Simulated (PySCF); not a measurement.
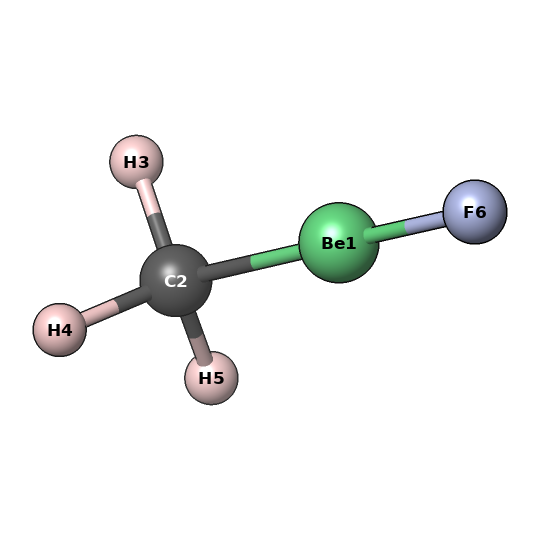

The geometry was computed by an optimisation with PBE0-D3(BJ)/def2-SVP. No frequency run is at hand to confirm it as a minimum. Properties computed with B3LYP/pcJ-1 indirect spin-spin coupling, non-relativistic, gas phase (PySCF 2.14.0). Isotopes: 13C, 19F, 1H.

Give the spin–spin coupling constants of these pairs, with the number of bonds between them: C2/H3, C2/H5, H4/H5, H4/F6, H5/F6.

| pair | bonds apart | J (Hz) |
| --- | --- | --- |
| C2, H3 | 1 | 124.7 |
| C2, H5 | 1 | 124.4 |
| H4, H5 | 2 | −16.0 |
| H4, F6 | 3 | 2.3 |
| H5, F6 | 3 | 2.3 |

Density functionals are unreliable for couplings to fluorine, so those rows may be far off.
